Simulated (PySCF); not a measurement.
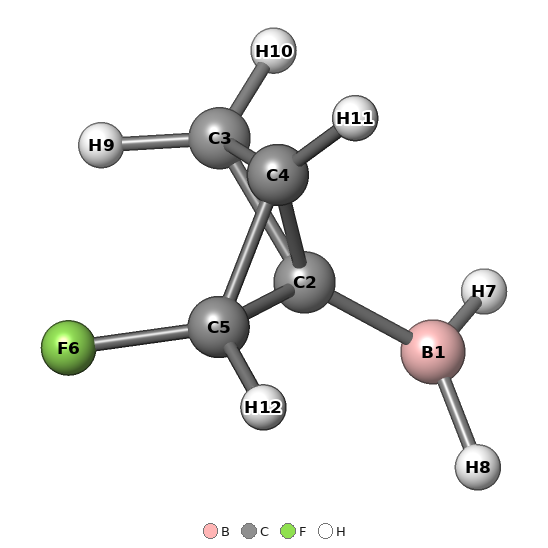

The computed structure is the end point of a GFN2-xTB optimisation. No frequency run is at hand to confirm it as a minimum. Properties computed with B3LYP/pcJ-1 indirect spin-spin coupling, non-relativistic, gas phase (PySCF 2.14.0). Isotopes: 11B, 13C, 19F, 1H.

Give the spin–spin coupling constants of these pairs, with the number of bonds between them: B1/C2, B1/H7, B1/C5, B1/C4, C2/F6, F6/H12, B1/H10, B1/F6, B1/H9, B1/H12, C3/F6.

```tsv
pair	bonds apart	J (Hz)
B1, C2	1	81.8
B1, H7	1	131.6
B1, C5	2	2.3
B1, C4	2	−1.6
C2, F6	2	20.5
F6, H12	2	82.6
B1, H10	3	1.5
B1, F6	3	−3.6
B1, H9	3	0.8
B1, H12	3	1.2
C3, F6	3	14.0
```

Density functionals are unreliable for couplings to fluorine, so those rows may be far off.

The geometry is semi-empirical. Around B such bond lengths and angles can be off by a tenth of an ångström or more and by several degrees, and values that hang on the shape move with them.
